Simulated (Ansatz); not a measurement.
# C₄H₁₀GaN: what the fields show

```json
{"atom": "C", "x (Å)": "2.1314", "y (Å)": "1.3040", "z (Å)": "-0.2776"}
{"atom": "C", "x (Å)": "0.9211", "y (Å)": "0.4988", "z (Å)": "-0.2156"}
{"atom": "C", "x (Å)": "-0.0951", "y (Å)": "-0.1900", "z (Å)": "-0.1771"}
{"atom": "C", "x (Å)": "-3.2031", "y (Å)": "-0.6667", "z (Å)": "-1.2897"}
{"atom": "Ga", "x (Å)": "-1.7172", "y (Å)": "-1.2616", "z (Å)": "-0.1273"}
{"atom": "N", "x (Å)": "-2.3666", "y (Å)": "-0.5127", "z (Å)": "1.7788"}
{"atom": "H", "x (Å)": "2.8606", "y (Å)": "1.0030", "z (Å)": "0.4933"}
{"atom": "H", "x (Å)": "1.9160", "y (Å)": "2.3759", "z (Å)": "-0.1317"}
{"atom": "H", "x (Å)": "2.6270", "y (Å)": "1.1996", "z (Å)": "-1.2573"}
{"atom": "H", "x (Å)": "-1.5399", "y (Å)": "-2.7828", "z (Å)": "0.2361"}
{"atom": "H", "x (Å)": "-3.0020", "y (Å)": "-0.9475", "z (Å)": "-2.3368"}
{"atom": "H", "x (Å)": "-4.1646", "y (Å)": "-1.1302", "z (Å)": "-1.0121"}
{"atom": "H", "x (Å)": "-3.3262", "y (Å)": "0.4291", "z (Å)": "-1.2698"}
{"atom": "H", "x (Å)": "-3.2366", "y (Å)": "-0.9174", "z (Å)": "2.1287"}
{"atom": "H", "x (Å)": "-2.4893", "y (Å)": "0.5000", "z (Å)": "1.7221"}
{"atom": "H", "x (Å)": "-1.6366", "y (Å)": "-0.6874", "z (Å)": "2.4717"}
```

Geometry: r2SCAN-D4/def2-SVP.

Computed with isolated molecule in a Gaussian basis; Kohn-Sham density functional theory, functional PBE0 (Ansatz 0.2.0).

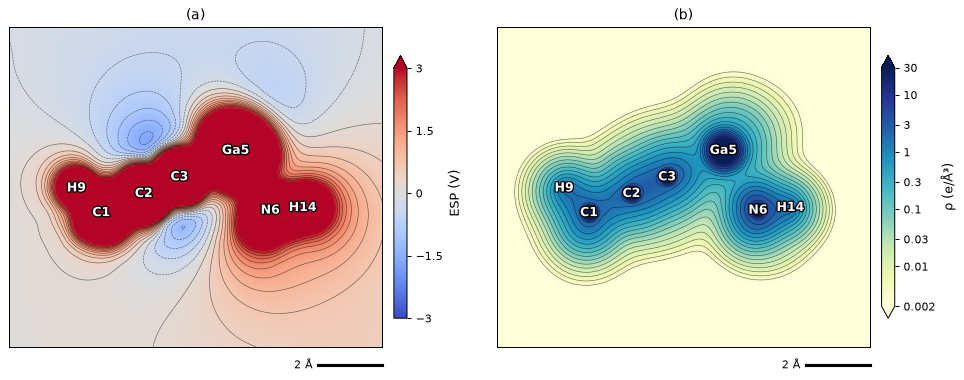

Figure 1. (a) electrostatic potential; (b) total electron density on the plane of atoms C3, Ga5 and N6.

> Interpret the plot.

- Atoms in the plane: C, Ga, N and H.
- C–C (1.23 Å): ρ at the midpoint is about 2.6 e/Å³.
- C–Ga (1.94 Å): the density is about 0.76 e/Å³ at the midpoint.
- Ga–N (2.15 Å): ρ at the midpoint is about 0.45 e/Å³.
- N–H (1.02 Å): ρ is about 2.8 e/Å³ halfway.
- C–H (1.10 Å): the density is about 1.9 e/Å³ at the midpoint.
- Outside the dense part of the molecule the potential is most negative (−1.6 V) near C3.

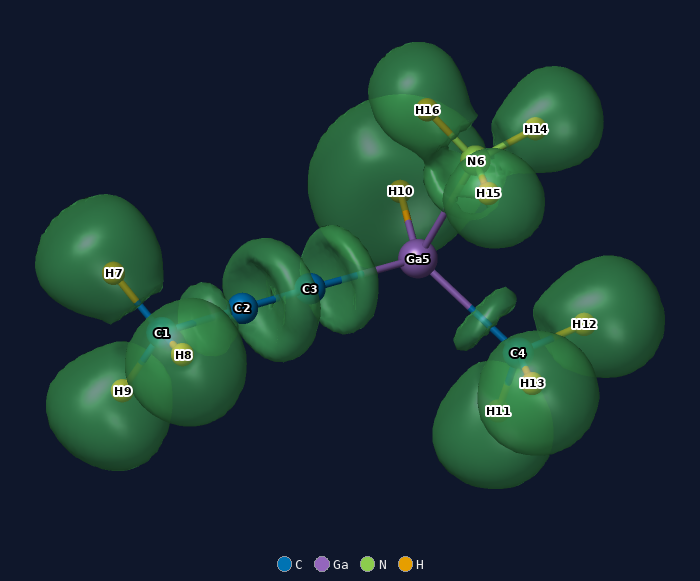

Figure 2. Isosurface of the electron localisation function at 0.8 (green), seen at a tilt. Core shells and regions of very low density are left out.

> Where are the electrons localised?

At this value the surface marks out two regions between bonded C–C atoms (shared pairs), seven regions around hydrogen nuclei, two lobes of the valence shell of C pointing towards Ga (polar bonds) and one joined region spread over several atoms (H, N), in which their bonds and any lone pairs are merged. Along the contacts the grid gives the following. C–C (1.23 Å): the ELF peaks at about 0.85 between the atoms; a multiple bond. C–Ga (1.94 Å): the ELF peaks at about 0.95 in the valence shell of C, 0.7 Å from its nucleus, and is about 0.50 at the midpoint.

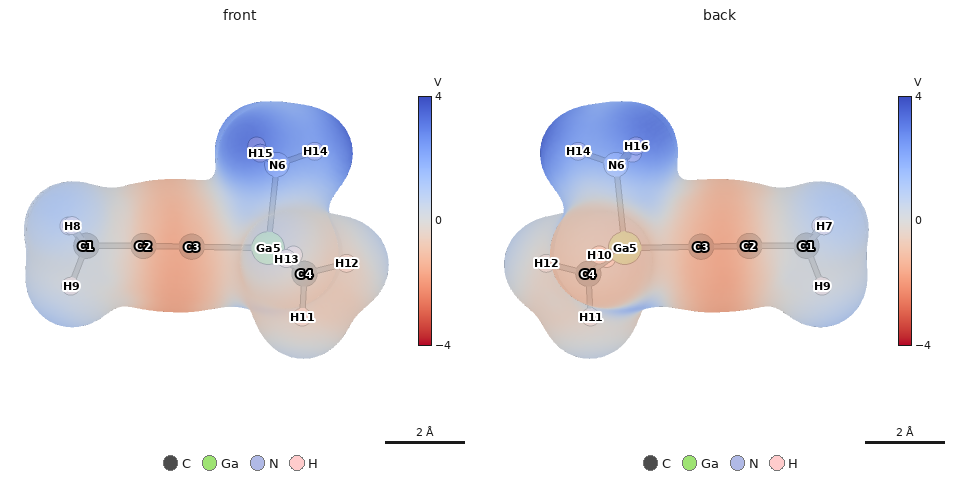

Figure 3. The electrostatic potential painted on the density surface at 0.004 e/bohr³, seen from the front and from behind; red is negative and blue positive.

> Where is the surface potential most negative and most positive?

The most negative region (about −1.6 V, or −37 kcal/mol for a unit charge) lies over C2 and C3, the most positive (about +3.2 V, or +74 kcal/mol for a unit charge) over H14 and H15.

> What dipole moment does the calculation give?

Its dipole moment is 4.60 D.
